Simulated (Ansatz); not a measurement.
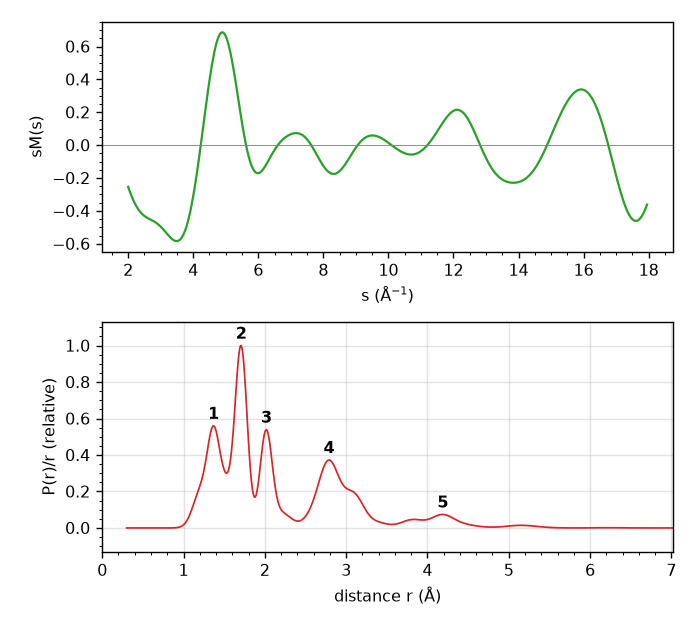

Simulated gas electron diffraction: reduced molecular intensity sM(s) from the Debye equation in the first Born approximation (top) and the radial distribution curve (bottom) of B₂H₆OSi. Each pair of atoms contributes with weight ZᵢZⱼ/r; damping constant 0.0015 Å²; vibrational amplitudes assumed, not computed: 0.05 Å for bonds, 0.078 Å for bonds to H, 0.06 + 0.015 r up to 0.15 Å for other pairs. The geometry is the end point of an optimisation (RKS revPBE-D4/6-31G* (Ansatz)); it may be a saddle point or a higher isomer.

Assign the numbered peaks of the radial distribution curve (– bonded, ··· not bonded).

Peak 1, 1.37 Å: B–H 1.20–1.22 Å (×4), O–B 1.36 Å, Si–H 1.50–1.51 Å (×2), not resolved
Peak 2, 1.71 Å: Si–O 1.71 Å
Peak 3, 2.02 Å: Si–B 2.02 Å, O···H 2.20–2.24 Å (×2), not resolved
Peak 4, 2.79 Å: O···H 2.57–2.63 Å (×2), Si···B 2.77 Å, Si···H 2.80–3.06 Å (×3), not resolved; in its flanks O···B 3.11 Å
Peak 5, 4.19 Å: B···B 4.17 Å, O···H 4.19 Å, B···H 4.36–4.49 Å (×2), not resolved
